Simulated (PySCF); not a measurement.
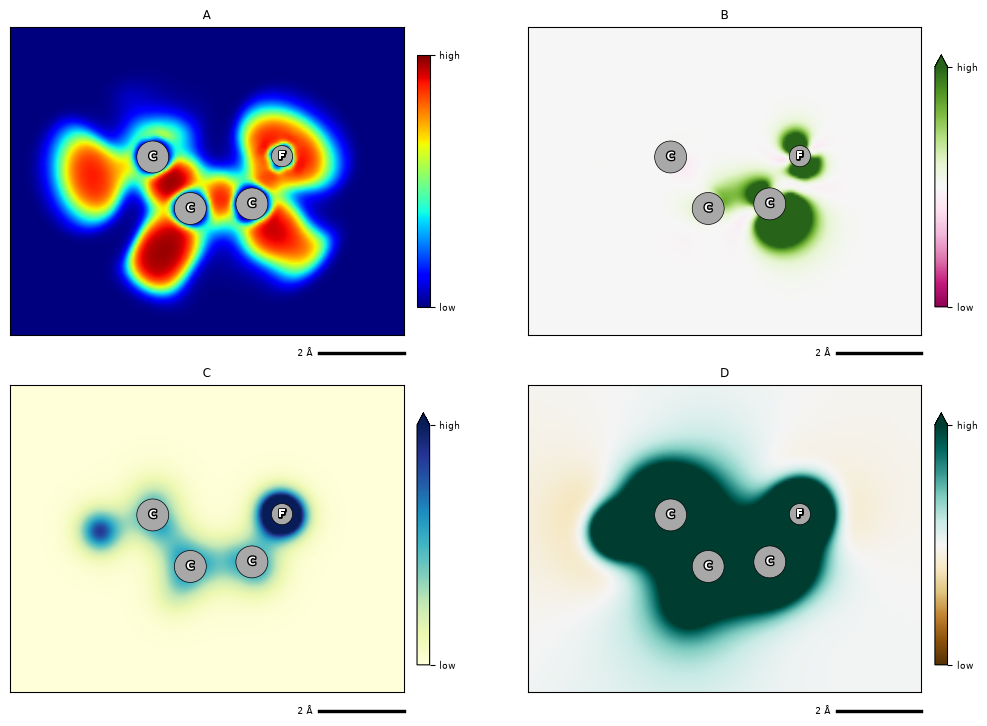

C$_{3}$H$_{2}$F$_{3}$O (doublet): 4 fields on the plane of atoms F1, C2 and C4, with unlabelled colour scales. Grey discs cover the atomic cores.

Geometry: GFN2-xTB.

The calculation used UKS B3LYP, pcH-1 on C F H O, non-relativistic, mean-field spin-orbit, GIAO in PySCF.

Match the panels to the quantities (electron density, electron localisation function, electrostatic potential and spin density).

Answer. Panel A: electron localisation function. Panel B: spin density (confined to the atoms that carry the unpaired spin). Panel C: electron density. Panel D: electrostatic potential (strongly positive close to the atoms, with negative regions outside electron-rich atoms). From the grid: C–F (1.33 Å): the density is about 2.3 e/Å³ at the midpoint; the ELF peaks at about 0.85 between the atoms (a polar covalent bond). C–C (1.46 Å): ρ at the midpoint is about 1.7 e/Å³; the ELF peaks at about 0.85 between the atoms; a covalent bond.
